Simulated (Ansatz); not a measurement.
Complex (SMILES): [SiH4] (SiH4) with CC#N, atoms 1 to 5 the first; geometry from B3LYP-D3(BJ)/def2-TZVP, monomers rigid:
```xyz
11

Si    -0.2782    -0.3110     0.5434
H      0.3703     0.3249    -0.6277
H      0.4858    -0.0047     1.7685
H     -1.6621     0.2034     0.6592
H     -0.3267    -1.7748     0.3228
C     -3.3733    -2.6798     1.4880
C     -2.5202    -2.2119     2.5677
N     -1.8380    -1.8349     3.4125
H     -4.2233    -3.2313     1.8900
H     -3.7418    -1.8307     0.9118
H     -2.8079    -3.3342     0.8241
```

Basis-set convergence of the counterpoise-corrected interaction energy at CCSD(T) with Ansatz (a first-principles code). Cartesian d functions, on some or all atoms, in 6-31G**, 6-311G**, 6-311+G**; all else is spherical. Cores are frozen. No added dispersion term, no relativity. Functions are those of the species that has most. Reference: Hartree-Fock in aug-cc-pV(Q+d)Z plus the correlation part extrapolated as X^-3 from aug-cc-pV(T+d)Z and aug-cc-pV(Q+d)Z, -1.79 kcal/mol, itself unsure by roughly 0.02 kcal/mol (a third of the extrapolation step and of the last Hartree-Fock step). Deviations are taken from unrounded values.

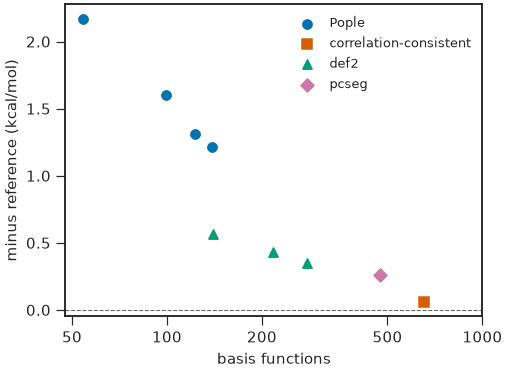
*Deviation from the reference against the number of basis functions, by family of sets.*

```tsv
basis	functions	counterpoise-corrected interaction energy (kcal/mol)	minus reference (kcal/mol)
3-21G	54	0.38	2.17
6-31G**	99	-0.19	1.60
6-311G**	123	-0.48	1.31
6-311+G**	139	-0.57	1.22
def2-SVPD	140	-1.22	0.57
def2-TZVPD	217	-1.36	0.43
def2-TZVPPD	278	-1.44	0.35
pcseg-3	475	-1.53	0.26
aug-cc-pV(Q+d)Z	651	-1.73	0.06
```
